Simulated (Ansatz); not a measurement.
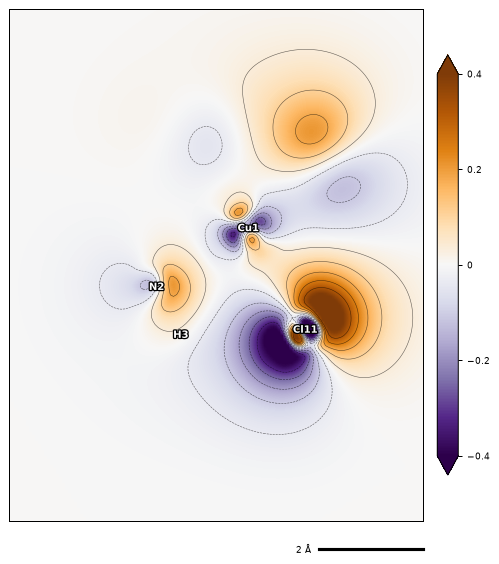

Figure 1: Cl2CuH6N2 (cis-Cu(NH3)2Cl2) (doublet). The HOMO (β) on the plane of atoms N2, Cu1 and Cl11 (values in Å⁻³ᐟ²; the overall sign is arbitrary).

Geometry: r2SCAN-D4/def2-SVP.

Level of theory: Ansatz, UKS PBE0-D4/def2-TZVP.

```xyz
11

Cu   -0.6069   -0.6024    0.0021
N     1.4605   -0.6977   -0.2418
H     1.5659   -1.6526    0.1263
H     2.0746   -0.0731    0.2832
H     1.7812   -0.7026   -1.2123
N    -0.6857    1.4666    0.2389
H    -1.6386    1.5789   -0.1324
H    -0.0542    2.0751   -0.2845
H    -0.6919    1.7884    1.2089
Cl   -2.7169   -0.4697   -0.6928
Cl   -0.4879   -2.7108    0.7044
```

### Where does this orbital lie, and at what energy?

Its weight (Hirshfeld) is mainly on Cl10 (about 45 %) and Cl11 (about 45 %); largely a combination of lone pairs on Cl10 and Cl11. Its energy is −7.09 eV.
